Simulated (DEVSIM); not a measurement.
Structure: Co/SiO2/p-Si capacitor, at 400 K.

```
layer (left to right)  material  thickness (nm)  Na (cm⁻³)
---------------------  --------  --------------  ---------
1                          SiO2            4.90          -
2                            Si             420     9.5e17
```

Metal gate on the left, work function 5 eV. Fixed charge at the semiconductor interface 3.1e10 cm⁻² (in units of +e); no interface traps.

The device is made up for the run: typed textbook-type constants, with dimensions and the other settings drawn at random. Values at 300 K; Nc and Nv go as T^1.5, mobilities as T to minus their exponent, the gap by Varshni's rule with the affinity fixed.

```
parameter         SiO2        Si
----------------  ----  --------
gap (eV)             9     1.124
affinity (eV)      0.9      4.05
permittivity       3.9      11.7
Nc (cm⁻³)            -   2.86e19
Nv (cm⁻³)            -    3.1e19
Varshni α (eV/K)     -  0.000473
Varshni β (K)        -       636
```

Model (solved in DEVSIM): 1D Poisson equation in equilibrium, Boltzmann statistics, complete ionisation; no quantum confinement or tunnelling. Metal contacts follow the ideal Schottky-Mott rule: no Fermi-level pinning, no interface dipoles.

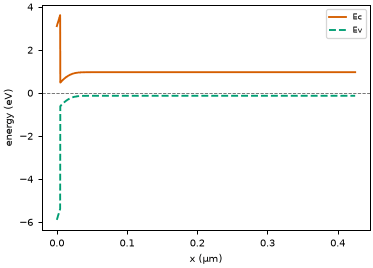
Figure: Band edges at 1.0 V on the gate

Energies count from the Fermi level of the right contact; mesh points crowd at the junctions.

```csv
x (μm),Ec (eV),Ev (eV),n (cm⁻³),p (cm⁻³),field (V/cm)
0.000,3.100,-5.900,< 1e2,< 1e2,1100000
0.0007847,3.185,-5.815,< 1e2,< 1e2,1100000
0.001840,3.298,-5.702,< 1e2,< 1e2,1100000
0.003136,3.438,-5.562,< 1e2,< 1e2,1100000
0.004470,3.582,-5.418,< 1e2,< 1e2,1100000
0.005210,0.488,-0.608,3.1e13,1.0e12,360000
0.006353,0.528,-0.568,9.8e12,3.3e12,340000
0.009423,0.626,-0.470,5.7e11,5.7e13,300000
0.01382,0.743,-0.354,1.9e10,1.7e15,230000
0.02225,0.888,-0.209,2.9e8,1.1e17,110000
0.03657,0.956,-0.140,4.0e7,8.1e17,11000
0.07503,0.961,-0.135,3.4e7,9.5e17,≈ 0
0.1302,0.961,-0.135,3.4e7,9.5e17,≈ 0
0.2219,0.961,-0.135,3.4e7,9.5e17,≈ 0
0.3320,0.961,-0.135,3.4e7,9.5e17,≈ 0
0.3731,0.961,-0.135,3.4e7,9.5e17,≈ 0
0.3962,0.961,-0.135,3.4e7,9.5e17,≈ 0
0.4092,0.961,-0.135,3.4e7,9.5e17,≈ 0
0.4183,0.961,-0.135,3.4e7,9.5e17,≈ 0
0.4217,0.961,-0.135,3.4e7,9.5e17,≈ 0
0.4236,0.961,-0.135,3.4e7,9.5e17,≈ 0
0.4249,0.961,-0.135,3.4e7,9.5e17,≈ 0
```
